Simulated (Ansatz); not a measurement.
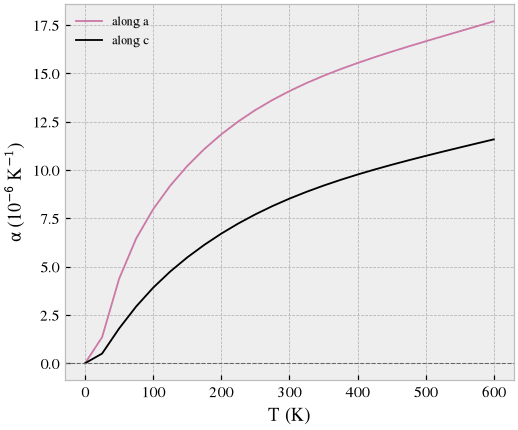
Figure. Linear thermal expansion of SiO₂ (P3_121, relaxed from the alpha-quartz type) from the quasi-harmonic free energy, DFT at the LDA level (Ansatz, an electronic-structure program)

Another polymorph of this substance is known too; which is more stable was not tested here. Dynamical quadrupoles are not included in the interpolation of the phonons between the solved wave vectors.

Task: Read off α in the basal plane at 300 K, and say whether it is negative anywhere.

Result: About 14 × 10⁻⁶ K⁻¹. It is not negative in the range shown.

The PAW data sets were generated under PBE and serve the other functionals too.
